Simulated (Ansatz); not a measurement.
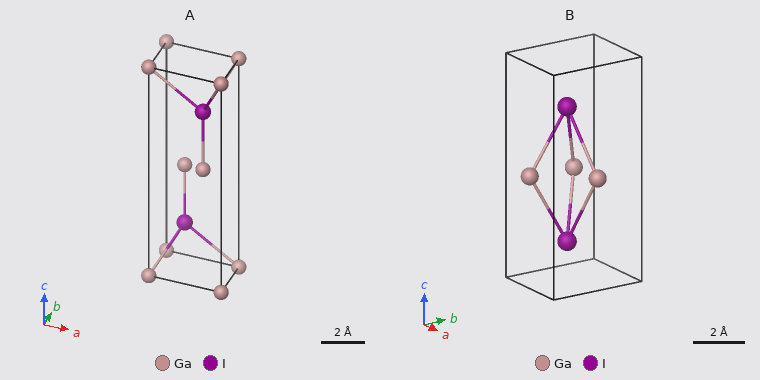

Two structures of Ga$_{3}$I$_{2}$, each relaxed to rest (conventional cells in solid outline, small ones repeated, not to one scale). Method: DFT PBE, scalar-relativistic, plane waves, PAW in Ansatz 0.2.0, without spin polarisation.

### What are A and B?

A: 5 atoms a cell on a primitive hexagonal lattice, P-3m1. B: 5 atoms a cell on a primitive hexagonal lattice, P-6m2.

### Which form lies lower?

A is lower, by 229 meV/atom at this level of theory (energies at zero smearing). Volumes: A 34.7, B 45.5 Å³/atom.

One or both may be structure types tried for this composition rather than known phases.
